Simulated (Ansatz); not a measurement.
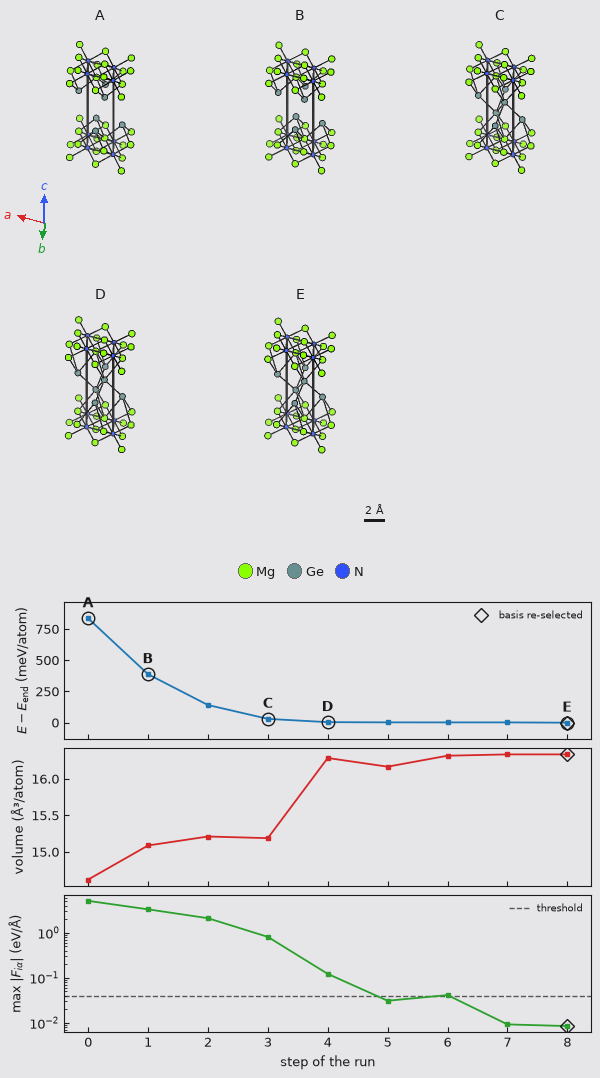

Frames of a relaxation of crystalline Mg$_{2}$Ge$_{2}$N (a generated structure, set up in P-3m1) (coarse preliminary run), marked on the history of the run. A ball-and-stick model of the cell of the calculation, seen from a free direction.

All numbers below come from DFT PBE, scalar-relativistic, plane waves, PAW in Ansatz. Settings: plane-wave cutoff 420 eV; k-point mesh 6 × 6 × 2; occupations gaussian; smearing width 0.1 eV; no spin polarisation; cell and atoms relaxed; force threshold 0.04 eV/Å; at most 70 steps.

> Describe the path.

The largest moves relative to the cell, 0.72 Å, are those of Ge atoms. By element the largest moves are Ge 0.72 Å, Mg 0.15 Å. N stays in place. Cell: a = b 3.156 → 3.279 Å (+3.9 %), c 8.474 → 8.772 Å (+3.5 %). Volume +11.7 %. Near-neighbour distances that change, for instance: Ge–Ge 3.613 → 2.605 Å, Ge–Mg 2.386 → 3.109 Å, Mg–Mg 2.914 → 2.791 Å, Mg–N 2.148 → 2.153 Å. New bonds form: Ge–Ge (3.61 → 2.60 Å). Bond angles that change, for instance: Ge–Mg–Ge 82.8° → 63.7°, Mg–Ge–Mg 82.8° → 63.7°, Ge–Mg–N 171.8° → 156.0°. The space group stays P-3m1 (No. 164). After 7 accepted moves (8 points after the start) the energy has fallen by 836 meV per atom. The largest force component goes from 5.1 to 0.0086 eV/Å. Pressure: 20.85 GPa at the start and 0.19 GPa at the end. At 1 point the geometry stayed and the basis and grid were re-selected for the new cell (energy shift of 2.3 meV per atom at most each time). The run took 28 s on 1 thread of Intel(R) Xeon(R) Processor @ 2.70GHz, on a shared host, peak memory 0.39 GiB. From step 0 to 1: Ge atoms move most (0.19 Å), volume +3.2 %, energy −448 meV per atom. From step 1 to 3: Ge atoms move most (0.40 Å), volume +0.7 %, energy −358 meV per atom. From step 3 to 4: Ge atoms move most (0.09 Å), volume +7.2 %, energy −26.4 meV per atom. From step 4 to 8: Ge atoms move most (0.03 Å), volume +0.3 %, energy −4.2 meV per atom.

```
step  E − E(0), meV/atom  largest force component, eV/Å  pressure, GPa  volume, Å³/atom                      note
   0                0.00                         5.1126          20.85           14.622                          
   1             -447.59                         3.3176           8.68           15.089                          
   2             -694.45                         2.1097           4.20           15.212                          
   3             -805.42                         0.8135           4.14           15.189                          
   4             -831.77                         0.1230          -0.14           16.287                          
   5             -833.48                         0.0312           0.75           16.168                          
   6             -833.71                         0.0416          -0.05           16.318                          
   7             -833.75                         0.0093          -0.01           16.336                          
   8             -836.01                         0.0086           0.19           16.336  same geometry, new basis
```

Limits of the set-up: the k-point mesh is coarse for a cell with partly filled bands.
